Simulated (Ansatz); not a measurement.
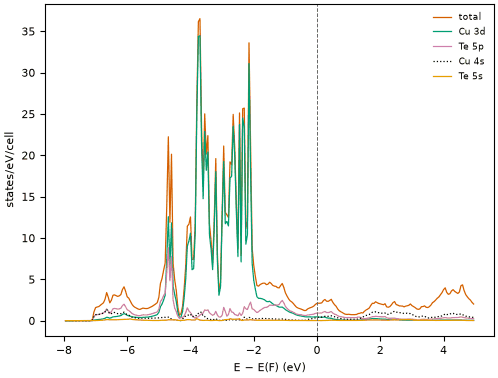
Figure. Total and projected density of states of Cu2Te in space group P6/mmm (No. 191; Cu on 4h, Te on 2e), DFT-r²SCAN+D4 in the program Ansatz with PAW potentials

Which orbitals carry the states next to the Fermi level?

Within 0.5 eV of the Fermi level: Te 5p 45 %, Cu 3d 22 %, Cu 4s 17 %, outside the projected shells 15 %. Projections are on Löwdin-orthogonalised atomic valence shells; empty p or d shells of many metals are not among them.

Where is the tallest occupied peak in this window, and what makes it?

Near -3.7 eV, about 37 states/eV per cell; the largest projected share is Cu 3d.

The first step of the workflow began from a Materials Project structure, measured or hypothetical; the Crystallography Open Database copy checked does not list it. Whether it is the stable phase at ambient conditions was not checked. The cell was relaxed with r²SCAN+D4 under the symmetry of its start; whether a distortion lowers the energy is not shown. The run is not spin-polarised. Scalar-relativistic: spin–orbit coupling is off unless named, which matters more the heavier the elements.

Potentials: the later of the program's two PAW sets.
